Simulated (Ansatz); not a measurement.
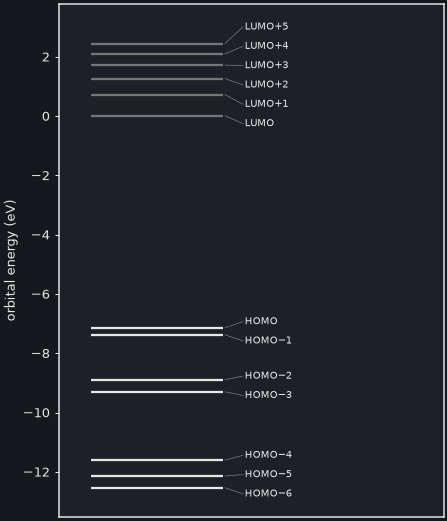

Kohn-Sham orbital energies near the frontier, PBE0/def2-TZVPP, the Ansatz code, at a PBE0-D4/def2-TZVP geometry (no frequency check), isolated molecule; empty levels in grey, levels within 0.03 eV side by side.

> Which molecule has this level scheme?
A. C₃H₈Ge, SMILES [CH3][GeH]1[CH2][CH2]1, singlet
B. C₃H₇Ga, SMILES C[C@@H]1[CH2][GaH]1, singlet
C. C₂H₆AlBr, SMILES [AlH2][CH2]CBr, singlet
D. CH₄FNSSi, SMILES N[Si@]1(F)CS1

Option D. HOMO −7.14 eV, LUMO 0.00 eV, separation 7.14 eV.

Note: empty levels above zero depend strongly on the basis.
